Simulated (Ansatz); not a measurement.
# MgO, pressure series

The parent structure is MgO in the rock salt structure (space group Fm-3m, No. 225; a = 4.214 Å).

Cell and atoms are relaxed at each pressure.

All numbers come from DFT with PBEsol, PAW potentials and a 420 eV plane-wave cutoff in Ansatz (a quantum-chemistry and plane-wave program), no SOC.

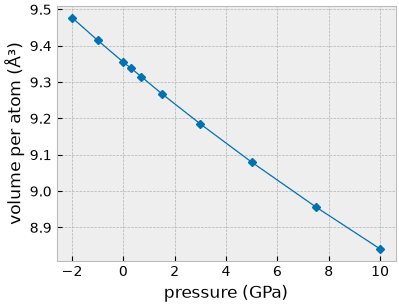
Volume per atom against pressure

From the plot, what is the volume per atom for pressure −1 GPa?

About 9.42 Å³.

Is the trend monotonic over the range shown?

Yes, it falls throughout, spanning 8.84 Å³ to 9.48 Å³.

Load acts through the strain it causes; cell and atoms are relaxed under it. Stability against distortions was not tested. No other phases were tried under pressure. The base started in Pnma and relaxed to Fm-3m at this level.
